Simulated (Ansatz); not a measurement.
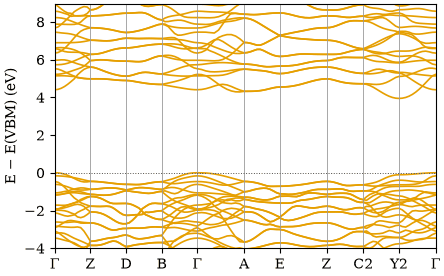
*Band structure from LDA in the plane-wave PAW code Ansatz*

### Question
Read off the gap and where the band edges lie.

### Answer
About 3.9 eV (3.94 eV by a search for the band edges); maximum at Γ, minimum at Y2.

The material is HfO2 in space group P2_1/c (No. 14; Hf on 4e, O on 4e, O on 4e).

The cell was relaxed with LDA under the symmetry of its start; of distortions, only those at the zone centre were tested. The run is not spin-polarised. Spin–orbit coupling is left out wherever it is not named.

Potentials: the later of the program's two PAW sets.
